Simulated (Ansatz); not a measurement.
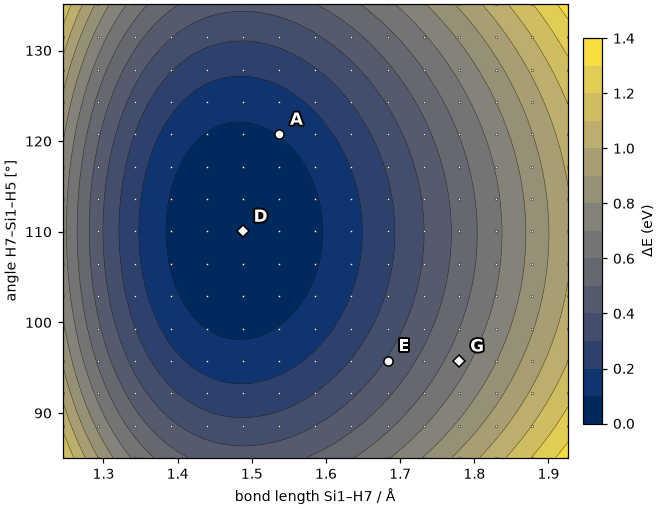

Si(NCO)H3. The first coordinate is: bond length Si1–H7; the second: angle H7–Si1–H5. Nothing is relaxed (all other coordinates rigid). The scan uses a 15 × 15 grid. All energies are given in eV relative to the relaxed molecule at the same level. Method: RKS PBE0-D4/def2-TZVP (Ansatz 0.2.0).

In the figure: filled contours, dots at the grid points, lettered points. Between grid points the surface is interpolated.

Q: Is E the lowest point of the computed grid?

A: No. E lies 0.41 eV above the lowest grid point, which is at bond length Si1–H7 = 1.488 Å, angle H7–Si1–H5 = 110.1°.

Q: What kind of point is each of A, D, E, G: minimum, saddle, maximum or slope?

A: A: on a slope; D: minimum; E: on a slope; G: on a slope. (In these two coordinates alone; a stationary point may lie a little off the grid point.)

Q: Rank the lettered points by energy, lowest first.

A: D (0.0003 eV), A (0.10 eV), E (0.41 eV), G (0.66 eV).
